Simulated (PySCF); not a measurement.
C$_{4}$H$_{12}$N$_{2}$Si$_{2}$ (SMILES CC(C)([SiH2]N)[SiH2]C#N)

The calculation's input:

```
{"job": {"kind": "nmr", "xc": "PBE0", "basis": "pcSseg-1"}, "charge": 0, "multiplicity": 1}
C     -0.395028     1.836769    -0.902420
C     -0.083028     0.568285    -0.103658
C     -0.440935     0.817274     1.365233
Si    -1.163227    -0.862038    -0.790143
N     -1.000337    -2.188384     0.287733
Si     1.783688     0.212989    -0.261760
C      2.165562    -1.342950     0.700935
N      2.377660    -2.306811     1.284190
H     -0.167818     1.706551    -1.959085
H     -1.451213     2.090140    -0.816361
H      0.180860     2.687212    -0.535200
H      0.134118     1.648165     1.777288
H     -1.497627     1.065787     1.460083
H     -0.249030    -0.065073     1.971977
H     -2.580809    -0.496436    -0.739646
H     -0.769029    -1.094264    -2.192450
H     -1.566329    -3.005181     0.129797
H     -0.087745    -2.464957     0.614618
H      2.608086     1.264182     0.346916
H      2.197033    -0.060581    -1.641082
```

Launched as:

```sh
OMP_NUM_THREADS=1 python probes_run.py task.json out
```

Geometry: GFN2-xTB.

These are results of PySCF 2.14.0, PBE0/pcSseg-1, SCF density, gas phase, non-relativistic, not measurements.

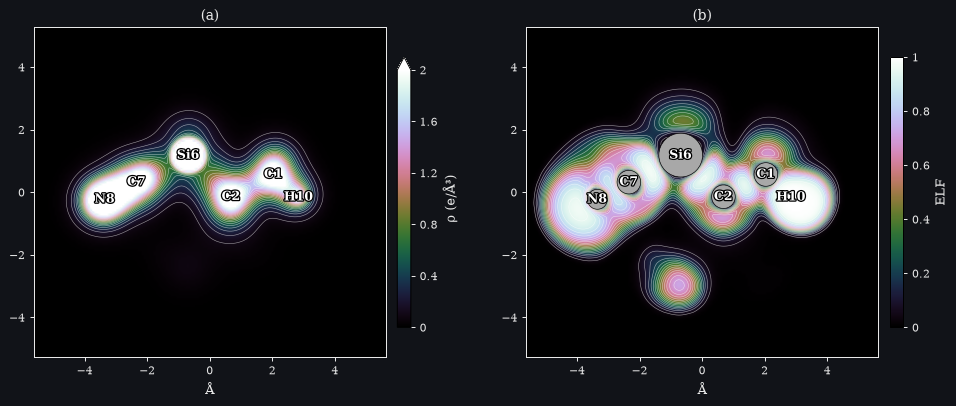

Figure 1. (a) electron density; (b) ELF on the plane of atoms C1, C2 and Si6. Grey discs cover the atomic cores in the ELF map.

What do the fields say about this system?

Answer. Atoms in the plane: C, Si, N and H.
C–N (1.15 Å): ρ is about 3.6 e/Å³ halfway; the ELF peaks at about 0.85 between the atoms; a short, multiple covalent bond.
C–C (1.53 Å): ρ is about 1.6 e/Å³ halfway; the ELF peaks at about 0.95 between the atoms: a shared electron pair.
C–Si (1.87 Å): ρ at the midpoint is about 0.88 e/Å³; the ELF peaks at about 1 between the atoms, as expected for a covalent bond.
C–Si (1.91 Å): the density is about 0.91 e/Å³ at the midpoint; the ELF peaks at about 0.95 between the atoms: a shared electron pair.
C–H (1.09 Å): the density is about 2 e/Å³ at the midpoint; the ELF climbs to about 1 towards the hydrogen, as it does in any bond to H (a covalent bond by its length).
The ELF also peaks beside N8, away from the bonds: lone-pair regions.

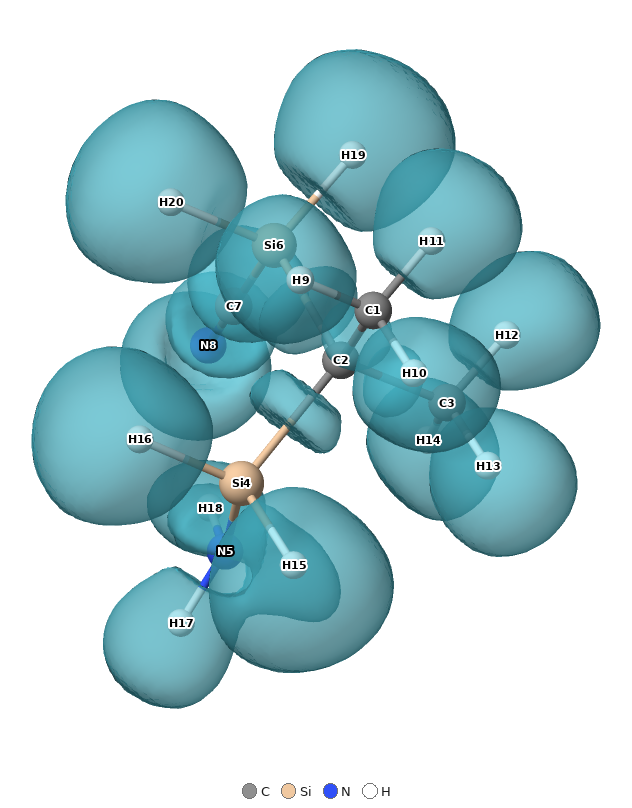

Figure 2. Isosurface of the ELF at 0.8 (cyan), seen at an oblique angle. Only the valence region is drawn (cores and ρ < 0.01 e/Å³ removed).

Where are the electrons localised?

Answer. The ELF exceeds this value in two regions between bonded C–C atoms (shared pairs), one region between bonded C–N atoms (shared pairs), three regions between bonded C–Si atoms (shared pairs), ten regions around hydrogen nuclei, one lobe on N, pointing away from the bonds (lone pairs) and one joined region spread over several atoms (H, N), in which their bonds and any lone pairs are merged.

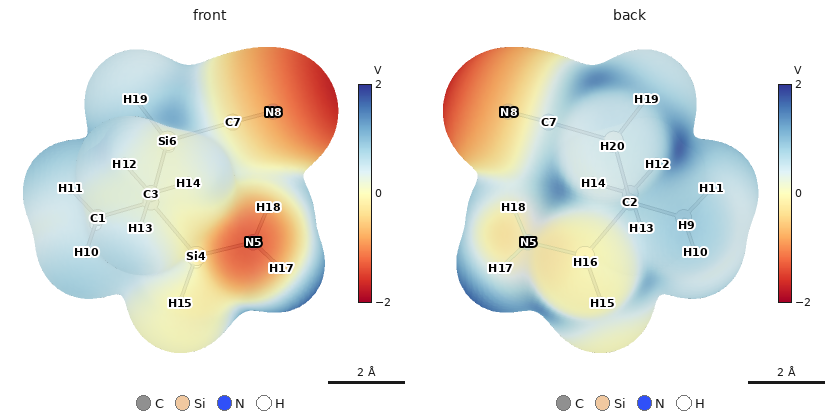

Figure 3. The molecular electrostatic potential painted on the density surface at 0.002 e/bohr³, seen from the front and from behind; red is negative and blue positive.

Describe the electrostatic potential map.

Answer. The most negative region (about −1.6 V) lies over N8, the most positive (about +1.6 V) over Si6 and H17. N8 is the likeliest acceptor of a hydrogen bond.
